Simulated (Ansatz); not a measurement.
System: Cl$_{2}$H (charge −1).

```xyz
3

Cl   -0.0847   -0.0157   -1.5607
Cl    0.0847    0.0157    1.5606
H     0.0000    0.0000    0.0001
```

Geometry: PBE0-D4/def2-TZVP.

Computed with RKS PBE0-D4/def2-TZVPPD in Ansatz 0.2.0.

What will maps of the electron density and electron localisation function show?

Cl–H (1.56 Å): ρ at the midpoint is about 1.4 e/Å³; the ELF climbs to about 0.95 towards the hydrogen, as it does in any bond to H.

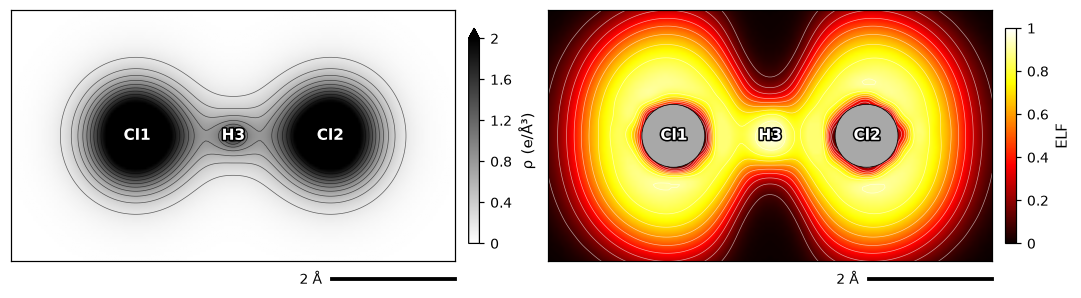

Computed electron density and electron localisation function on a plane that holds the molecular axis, in this order. Grey discs cover the atomic cores in the ELF map. 
